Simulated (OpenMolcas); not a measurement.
**Multiconfigurational calculation for Ir³⁺ complex (part 2 of 2)**

Continued. System: Ir³⁺ with 6 ligands (F; octahedron, 2.027 Å), embedded in KZnF3 by model potentials and point charges, whose field is part of the energies. Method: state-averaged CASSCF, active space 6 electrons in the shell 5d, basis ANO-RCC-VTZP on the metal and ANO-RCC-VDZP on the ligands, DKH2 scalar Hamiltonian, spin-orbit coupling by RASSI with atomic mean-field integrals (OpenMolcas).

### Log (extracts), continued
```
--- RASSI ---
SPIN-FREE ENERGIES:
  (Shifted by EMIN (a.u.) =     -18409.6562733958)

 SF State       Relative EMIN(au)   Rel lowest level(eV)    D:o, cm**(-1)

    51             0.0000000000        0.0000000000              0.0000
     6             0.0807745723        2.1979880849          17727.9695
     7             0.0807745723        2.1979880849          17727.9695
     8             0.0807745723        2.1979880849          17727.9695
     9             0.1038410351        2.8256585132          22790.4729
    10             0.1038410351        2.8256585132          22790.4729
    11             0.1038410351        2.8256585132          22790.4729
    52             0.1094400164        2.9780145557          24019.3072
    53             0.1094400164        2.9780145557          24019.3072
    54             0.1094400164        2.9780145557          24019.3072
     3             0.1179413769        3.2093483604          25885.1402
     1             0.1179413769        3.2093483604          25885.1402
     2             0.1179413769        3.2093483604          25885.1402
    55             0.1551813736        4.2227002964          34058.3748
    56             0.1551813736        4.2227002964          34058.3748
    57             0.1551813736        4.2227002964          34058.3748
    12             0.1916391403        5.2147666652          42059.9297
    13             0.1916391403        5.2147666652          42059.9297
    14             0.1916391403        5.2147666652          42059.9297
    17             0.1949371200        5.3045092656          42783.7525
    15             0.1949371200        5.3045092656          42783.7525
    16             0.1949371200        5.3045092656          42783.7525
    18             0.2066435979        5.6230587588          45353.0275
    19             0.2066435979        5.6230587588          45353.0275
    20             0.2093349935        5.6962953618          45943.7205
    21             0.2093349935        5.6962953618          45943.7205
    22             0.2093349935        5.6962953618          45943.7205
    25             0.2210510514        6.0151055402          48515.0980
    23             0.2210510514        6.0151055402          48515.0980
    24             0.2210510514        6.0151055402          48515.0980
    58             0.2263365737        6.1589319297          49675.1361
    59             0.2263365737        6.1589319297          49675.1361
    60             0.2263365737        6.1589319297          49675.1361
    61             0.2295984821        6.2476929791          50391.0422
    62             0.2295984821        6.2476929791          50391.0422
    63             0.2339038740        6.3648486589          51335.9665
     4             0.2378178980        6.4713546792          52194.9955
     5             0.2378178980        6.4713546792          52194.9955
    64             0.2570372611        6.9943401906          56413.1581
    65             0.2570372611        6.9943401906          56413.1581
Eigenvalues of complex Hamiltonian:
   -----------------------------------
  (Shifted by EMIN (a.u.) =     -18409.6562733958)

 SO State       Relative EMIN(au)   Rel lowest level(eV)    D:o, cm**(-1)

     1            -0.0193811772        0.0000000000              0.0000
     2             0.0526382450        1.9597483152          15806.4361
     3             0.0526382450        1.9597483167          15806.4362
     4             0.0580211138        2.1062236364          16987.8393
     5             0.0580211137        2.1062236353          16987.8393
     6             0.0580211137        2.1062236354          16987.8393
     7             0.0593471818        2.1423077857          17278.8776
     8             0.0593471819        2.1423077876          17278.8776
     9             0.0593471818        2.1423077855          17278.8776
    10             0.0799888989        2.7039975235          21809.2108
    11             0.0852340828        2.8467262483          22960.3956
    12             0.0852340828        2.8467262489          22960.3956
    13             0.0852340828        2.8467262469          22960.3956
    14             0.0917090905        3.0229201826          24381.4956
    15             0.0917090905        3.0229201824          24381.4955
    16             0.0917090904        3.0229201820          24381.4955
    17             0.0948194048        3.1075561483          25064.1307
    18             0.0948194048        3.1075561470          25064.1306
    19             0.1051688275        3.3891782870          27335.5664
    20             0.1051688275        3.3891782869          27335.5664
    21             0.1051688275        3.3891782868          27335.5664
    22             0.1097869644        3.5148441915          28349.1303
    23             0.1111713290        3.5525146721          28652.9632
    24             0.1111713290        3.5525146716          28652.9632
    25             0.1111713290        3.5525146719          28652.9632
    26             0.1183343240        3.7474296958          30225.0589
    27             0.1183343240        3.7474296959          30225.0589
    28             0.1200579384        3.7943316322          30603.3485
    29             0.1200579384        3.7943316320          30603.3485
    30             0.1200579384        3.7943316322          30603.3485
    31             0.1284410952        4.0224489511          32443.2388
    32             0.1284410952        4.0224489511          32443.2388
    33             0.1284410952        4.0224489513          32443.2388
    34             0.1315673581        4.1075188986          33129.3741
    35             0.1315673581        4.1075188985          33129.3741
    36             0.1315673581        4.1075188988          33129.3742
    37             0.1350545031        4.2024089478          33894.7140
    38             0.1432882376        4.4264602774          35701.8099
    39             0.1432882376        4.4264602772          35701.8099
    40             0.1432882376        4.4264602769          35701.8099
    41             0.1705436535        5.1681179271          41683.6822
Weights of the five most important spin-orbit-free states for each spin-orbit state.

 SO State  Total energy (au)           Spin-free states, spin, and weights
 -------------------------------------------------------------------------------------------------------
    1        -0.019381      51 0.0  0.8229    7 1.0  0.0540    8 1.0  0.0540    6 1.0  0.0540    2 2.0  0.0025
    2         0.052638       8 1.0  0.4152    6 1.0  0.1238   10 1.0  0.1044    9 1.0  0.0930    3 2.0  0.0899
    3         0.052638       7 1.0  0.3299    6 1.0  0.2943   11 1.0  0.1315    1 2.0  0.0715    2 2.0  0.0636
    4         0.058021       6 1.0  0.3927    7 1.0  0.3910    1 2.0  0.0459    2 2.0  0.0459   57 0.0  0.0247
    5         0.058021       8 1.0  0.3927    7 1.0  0.3898    3 2.0  0.0459    1 2.0  0.0450   56 0.0  0.0245
    6         0.058021       8 1.0  0.3910    6 1.0  0.3898    3 2.0  0.0459    2 2.0  0.0450   55 0.0  0.0245
    7         0.059347       7 1.0  0.2083    8 1.0  0.2052    2 2.0  0.1611   10 1.0  0.1283   11 1.0  0.1280
    8         0.059347       6 1.0  0.2083    8 1.0  0.2067    1 2.0  0.1627   11 1.0  0.1296    9 1.0  0.1283
    9         0.059347       7 1.0  0.2067    6 1.0  0.2052    3 2.0  0.1623   10 1.0  0.1296    9 1.0  0.1280
   10         0.079989       8 1.0  0.1649    6 1.0  0.1649    7 1.0  0.1649   51 0.0  0.1491    1 2.0  0.0978
   11         0.085234       7 1.0  0.1792    8 1.0  0.1782   11 1.0  0.1660   10 1.0  0.1651   52 0.0  0.1236
   12         0.085234       6 1.0  0.1782    7 1.0  0.1780   10 1.0  0.1667    9 1.0  0.1660   54 0.0  0.1225
```

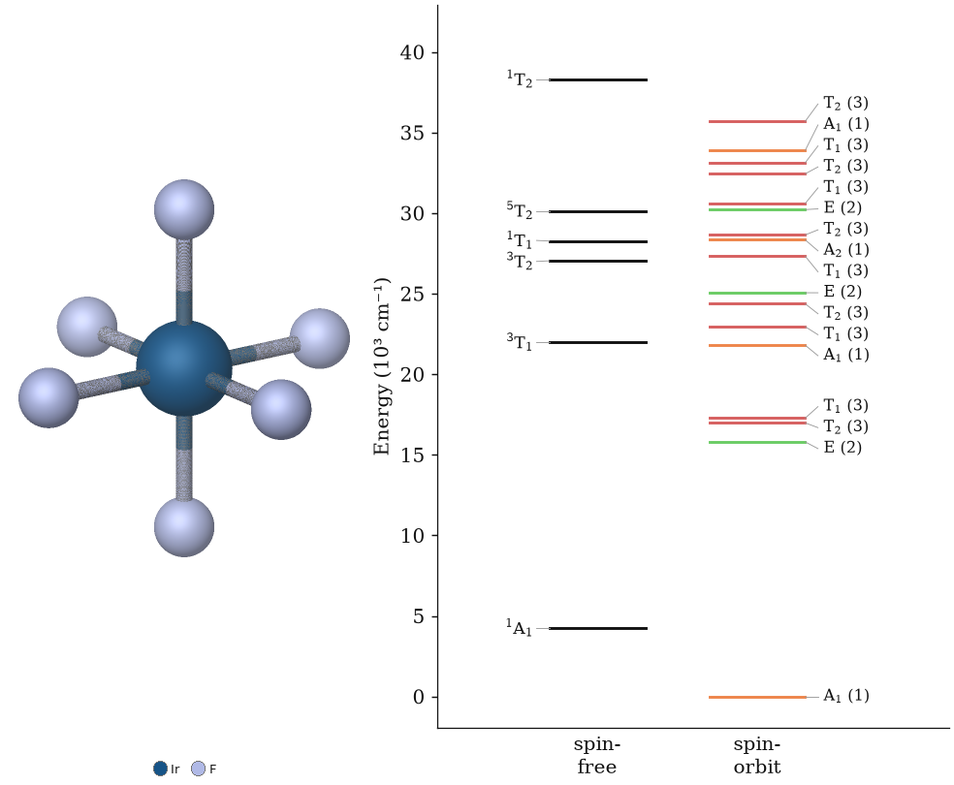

Fig. 1: Ir³⁺ (5d⁶) as a dopant in KZnF₃, a cluster with its 6 nearest F⁻ at 2.027 Å (octahedron) embedded in model potentials and point charges; the geometry was set, not optimised, and its levels. Labels give the representation in O, Td, D4 or D3 as the site allows (double group for half-integer spin) where it could be assigned and, in brackets, the degeneracy; spin-free states, where drawn, share the zero of the spin-orbit levels. The ground level is A₁, non-degenerate, 82 % from states of spin multiplicity 1. The next level lies at 15,800 cm⁻¹ (E). The lowest spin-free state is ¹A₁; of the same spin there follow at 24,000 cm⁻¹ (¹T₁) and 34,100 cm⁻¹ (¹T₂) above it. The active orbitals hold 79 to 91 % metal character (Löwdin), and the Mulliken charge of the metal is +1.57.

### Summary

- outcome: converged
- energy of the lowest spin-free term: −18409.65627 hartree
- energy of the lowest spin-orbit level: −18409.67565 hartree
- largest spread among components of a term: 0.0 cm⁻¹
- wall time: 78 s
- peak memory: 0.59 GiB

### Notes

Without dynamic correlation the splittings between terms come out too large, often by 20 to 50 %. To bear in mind: small active space favours high spin, ground spin may be wrong; covalent bonds, ligand orbitals missing from the active space; the geometry is set by hand, with no relaxation.
